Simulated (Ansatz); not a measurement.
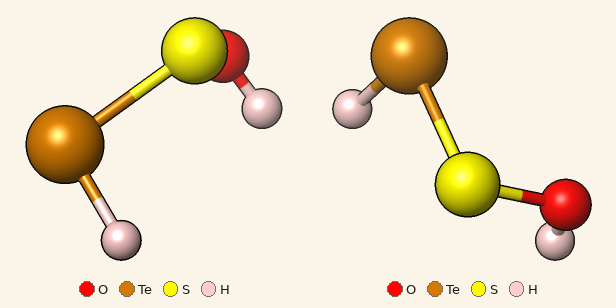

Both panels show the same species.

Computed geometry: PBE0-D4/def2-TZVP optimisation. No frequency run is at hand to confirm it as a minimum.

Description:

It has 5 atoms: 2 hydrogen, 1 oxygen, 1 sulfur and 1 tellurium (H₂OSTe). This geometry has C1 symmetry. Coordination: 1 O bent; 1 Te bent; 1 S bent.

More results for the same structure follow; atom numbers are the same in all pictures, views and colours differ.

Dipole moment

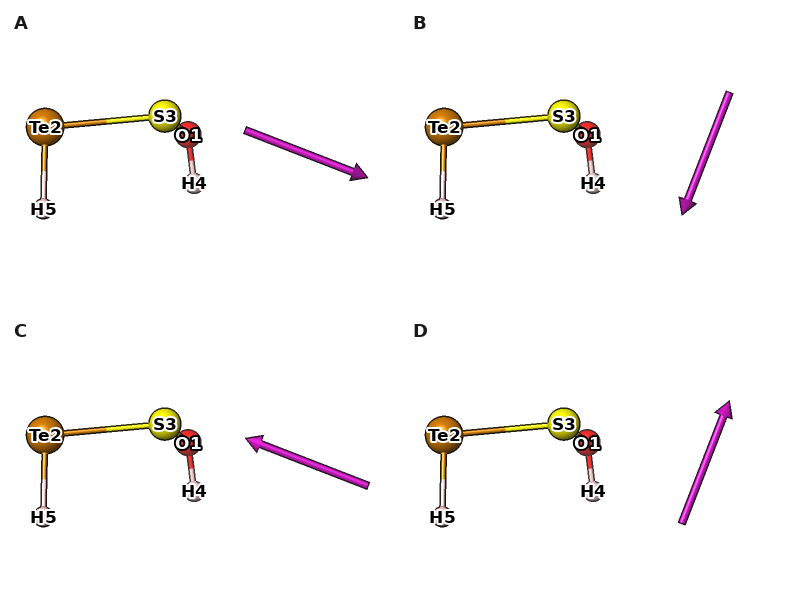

The same molecule four times, each with an arrow. No frequency run is at hand to confirm it as a minimum. Method: RKS PBE0-D4/def2-TZVP, core potentials on Te (Ansatz 0.2.0).

> Which arrow points along the dipole moment, from the negative to the positive end?

B. The dipole moment is 1.87 D; it points from the side of O1, S3 to the side of H5 (the outermost atoms at the two ends).

Electronic properties

No frequency run is at hand to confirm it as a minimum. Level of theory: RKS PBE0-D4/def2-TZVPP, core potentials on Te (Ansatz 0.2.0).

> Give the HOMO energy (Kohn–Sham orbital) at this level.

−6.91 eV.

> Estimate the LUMO energy (Kohn–Sham orbital).

−1.50 eV.

Charges

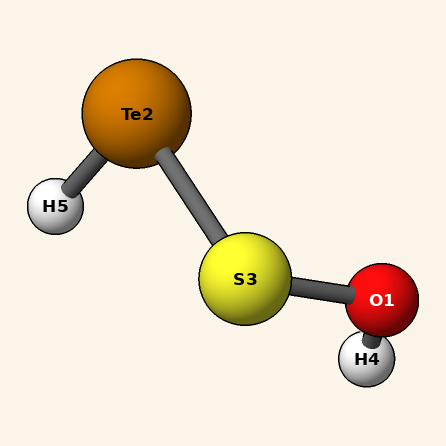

The questions are on Mulliken charges. No frequency run is at hand to confirm it as a minimum. Level of theory: RKS PBE0-D4/def2-TZVP, core potentials on Te (Ansatz 0.2.0).

List the Mulliken charges.

| atom | value (e) |
| --- | --- |
| O1 | −0.40 |
| Te2 | 0.07 |
| S3 | −0.05 |
| H4 | 0.33 |
| H5 | 0.06 |

Mulliken values depend strongly on the basis set and can even reverse the polarity of a bond.
